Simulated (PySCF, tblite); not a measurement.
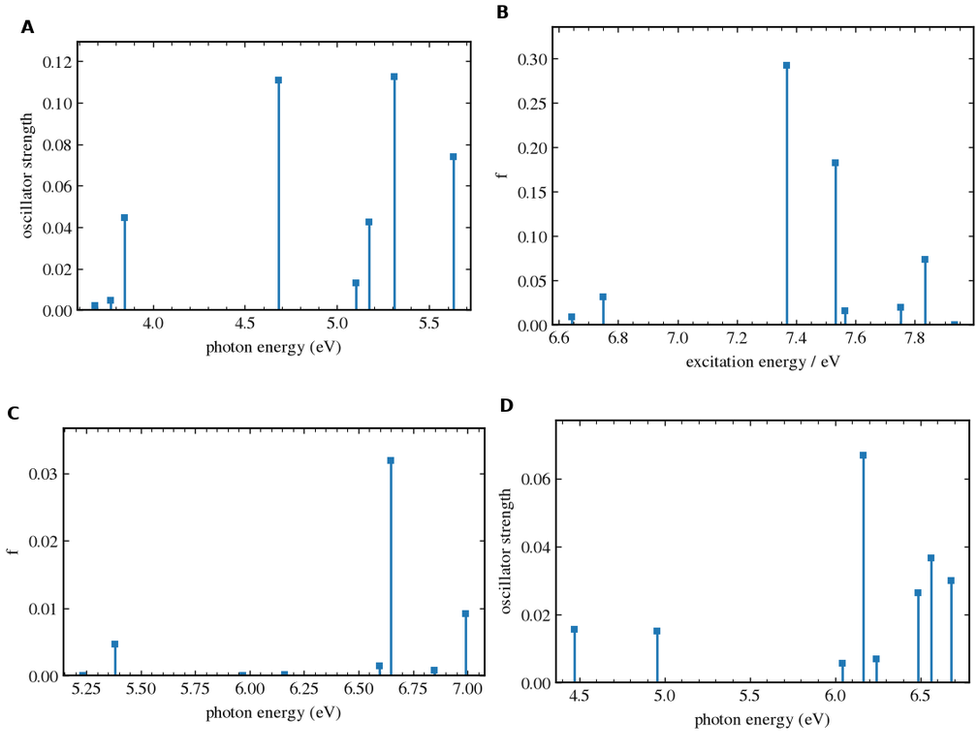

Vertical TDDFT excitations, B3LYP/def2-SVPD with PySCF 2.14.0, at a GFN2-xTB geometry (a minimum by its frequencies), gas phase. Each panel shows the lowest singlet states that were computed.

Question: Pair each panel with its molecule.
1. C₄H₁₁BSi₂, SMILES B[C@H](C#C)[SiH2]C[SiH3]
2. C₃H₁₄Si₃, SMILES [SiH3]CC[SiH2]C[SiH3]
3. C₆H₇BOS, SMILES Bc1c(C)sccc1=O
4. C₄H₅BCl₂, SMILES C#CCCB(Cl)Cl

Answer: A: 3 (S1 at 3.69 eV, brightest at 5.31 eV)
B: 2 (S1 at 6.64 eV, brightest at 7.37 eV)
C: 4 (S1 at 5.23 eV, brightest at 6.65 eV)
D: 1 (S1 at 4.47 eV, brightest at 6.17 eV)

Caveats, for all or some of the runs: core orbitals are frozen in the response; one conformer of a flexible molecule; states above the negative HOMO energy depend on the basis; the tight-binding geometry is rougher than a DFT one and adds to the error.
